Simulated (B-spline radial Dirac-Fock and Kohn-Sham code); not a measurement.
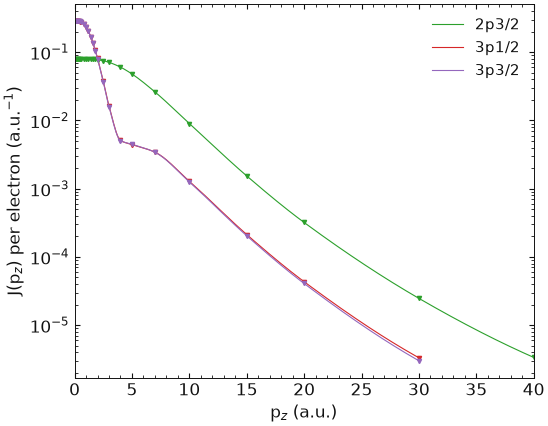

Compton profiles of the subshells 2p3/2, 3p1/2 and 3p3/2, per electron. The figure is for titanium in charge state +1 (Ti⁺), configuration [Ar] 3d3, which is not the ground configuration. The calculation used the impulse approximation on Dirac–Fock orbitals (average of configuration) (a radial B-spline solver). Open shells are averaged over j.

> Which of the subshells shown has the highest J(0), and what does that say?

3p3/2, J(0) = 0.287 a.u.⁻¹. J(0) is half the mean of 1/p, so of those shown it has the most weight at low momentum.

> Which of them has the largest mean momentum?

2p3/2, ⟨p⟩ = 7.94 a.u.
